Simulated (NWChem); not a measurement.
# BPH3F (SMILES FBP): MN15/DGauss-DZVP (SMD hexane)

What is the energy difference between two shapes of BPH3F at MN15/DGauss-DZVP (SMD hexane)? 

The calculation is run with NWChem 7.3.0.

4 further runs of the same task are left out: 1 that didn't finish, 3 set aside as unsound or not needed.

### 1 Starting point

BPH3F has 6 atoms, charge 0, and is taken as a singlet. SMILES: `FBP`. Geometry: relaxed at GFN2-xTB. This is one conformer, not always the lowest.

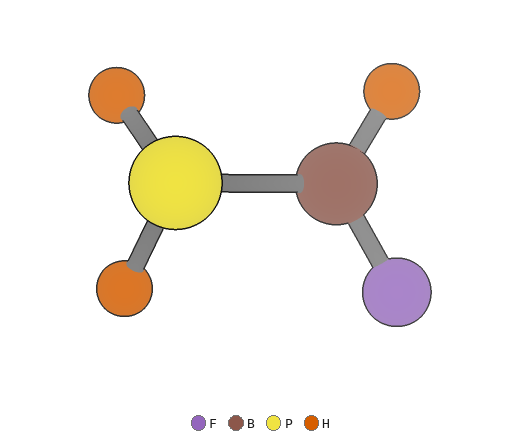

Viewed from a chosen angle; fluorine purple, boron brown, phosphorus yellow, hydrogen orange.

### 2 Energy and forces at MN15/DGauss-DZVP (SMD hexane)

Contents of struct.nw:

```
start struct
title "BFH3P gradient"
memory total 2200 mb
geometry units angstroms noautosym nocenter noautoz
   F     -1.238930    -1.193530     0.673800
   B     -0.166900    -0.827020     0.005390
   P      0.654190     0.824070     0.409390
   H      0.286690    -1.614800    -0.737810
   H      0.951110     1.217450    -0.879180
   H     -0.486160     1.593830     0.528400
end
basis "ao basis" spherical
   F library "dzvp (dft orbital)"
   B library "dzvp (dft orbital)"
   P library "dzvp (dft orbital)"
   H library "dzvp (dft orbital)"
end
cosmo
   do_cosmo_smd true
   solvent hexane
end
dft
   xc mn15
   grid medium
   direct
end
task dft gradient
```

Run with:

```
$ nwchem struct.nw > struct.out
```

The program printed:

```text
[...]
          Wavefunction type:  closed shell.
          No. of atoms     :     6
          No. of electrons :    32
[...]
          Charge           :     0
          Spin multiplicity:     1
[...]
          AO basis - number of functions:    52
[...]
              XC Information
              --------------
                         MN15 Method XC Functional
                     Hartree-Fock (Exact) Exchange  0.440
                          MN15 Exchange Functional  1.000
                        MN15 Correlation Potential  1.000
[...]
 d= 0,ls=0.0,diis     1   -467.6157811986 -5.57D+02  1.57D-02  6.56D-01     0.7
[...]
 d= 0,ls=0.0,diis     6   -467.6761421712 -2.08D-08  4.44D-06  4.01D-09     6.9
         Total DFT energy =     -467.676142171220
      One electron energy =     -823.726579458415
           Coulomb energy =      305.303376745016
    Exchange-Corr. energy =      -38.639028754274
 Nuclear repulsion energy =       89.428128975475
             COSMO energy =       -0.042039679023
[...]
  wavefunction    = closed shell
                         DFT ENERGY GRADIENTS
    atom               coordinates                        gradient
                 x          y          z           x          y          z
   1 F      -2.341238  -2.255445   1.273297    0.019855   0.006281  -0.012088
   2 B      -0.315395  -1.562841   0.010186   -0.013451  -0.007886   0.005309
   3 P       1.236240   1.557266   0.773635   -0.006591   0.003393  -0.008064
   4 H       0.541766  -3.051530  -1.394259   -0.004586   0.006233   0.007338
   5 H       1.797337   2.300647  -1.661409   -0.005328  -0.001730   0.011666
   6 H      -0.918709   3.011902   0.998531    0.010101  -0.006291  -0.004161
[...]
```

Run time: 9.9 s. Hardware: 1 thread of INTEL XEON PLATINUM 8581C at 2.30GHz (Emerald Rapids), shared host; peak memory 0.11 GiB.

### 3 The distorted shape

Contents of nw.nw:

```
start nw
title "BFH3P gradient"
memory stack 880 mb heap 220 mb global 1100 mb

geometry noautosym nocenter noautoz
   F    -1.304887   -1.165720    0.707934
   B    -0.202999   -0.825271    0.018898
   P     0.613844    0.766361    0.409116
   H     0.313929   -1.656489   -0.584872
   H     1.033584    1.251452   -0.867989
   H    -0.537108    1.566587    0.498213
end

basis spherical
   * library "dzvp (dft orbital)"
end

cosmo
   do_cosmo_smd true
   solvent hexane
end

dft
   xc mn15
   mult 1
   grid medium
   direct
end

task dft gradient
```

Run with:

```
$ nwchem nw.nw > nw.out
```

The program printed:

```text
[...]
          Wavefunction type:  closed shell.
          No. of atoms     :     6
          No. of electrons :    32
[...]
          Charge           :     0
          Spin multiplicity:     1
[...]
          AO basis - number of functions:    52
[...]
              XC Information
              --------------
                         MN15 Method XC Functional
                     Hartree-Fock (Exact) Exchange  0.440
                          MN15 Exchange Functional  1.000
                        MN15 Correlation Potential  1.000
[...]
 d= 0,ls=0.0,diis     1   -467.6122695196 -5.57D+02  1.59D-02  6.62D-01     0.7
[...]
 d= 0,ls=0.0,diis     6   -467.6737273107 -2.07D-08  4.34D-06  4.89D-09     6.8
         Total DFT energy =     -467.673727310740
      One electron energy =     -824.662599303905
           Coulomb energy =      305.780570111600
    Exchange-Corr. energy =      -38.627909784470
 Nuclear repulsion energy =       89.869976679572
             COSMO energy =       -0.033765013538
[...]
  wavefunction    = closed shell
                         DFT ENERGY GRADIENTS
    atom               coordinates                        gradient
                 x          y          z           x          y          z
   1 F      -2.465879  -2.202891   1.337801    0.004128  -0.000253   0.001112
   2 B      -0.383612  -1.559536   0.035712    0.009633   0.007847  -0.010918
   3 P       1.159997   1.448212   0.773117   -0.007826  -0.030750   0.005798
   4 H       0.593240  -3.130310  -1.105248   -0.007066   0.016687   0.015887
   5 H       1.953191   2.364901  -1.640261    0.001368   0.008056  -0.008252
   6 H      -1.014987   2.960420   0.941486   -0.000235  -0.001587  -0.003627
[...]
```

Run time: 9.6 s. Hardware: 1 thread of INTEL XEON PLATINUM 8581C at 2.30GHz (Emerald Rapids), shared host; peak memory 0.11 GiB.

### 4 Summary of results

Level: MN15/DGauss-DZVP (SMD hexane).

```
                                   quantity          value
                  first shape: total energy  -467.67614 Eh
                 first shape: dipole moment         1.32 D
                   first shape: HOMO energy       -8.23 eV
                   first shape: LUMO energy       -0.43 eV
                 first shape: HOMO–LUMO gap        7.80 eV
    first shape: solvent term in the energy    -0.6 kJ/mol
      first shape: largest force on an atom     1.238 eV/Å
              distorted shape: total energy  -467.67373 Eh
             distorted shape: dipole moment         1.60 D
               distorted shape: HOMO energy       -8.32 eV
               distorted shape: LUMO energy       -0.58 eV
             distorted shape: HOMO–LUMO gap        7.75 eV
distorted shape: solvent term in the energy    -0.9 kJ/mol
  distorted shape: largest force on an atom     1.659 eV/Å
     energy change with the atoms displaced       0.066 eV
```

With the atoms displaced the energy rises by 0.07 eV (1.5 kcal/mol). The first shape isn't relaxed at this level, so the change isn't measured from a minimum. The largest force (first shape) is 1.24 eV/Å: the shape isn't a stationary point for this species at this level.
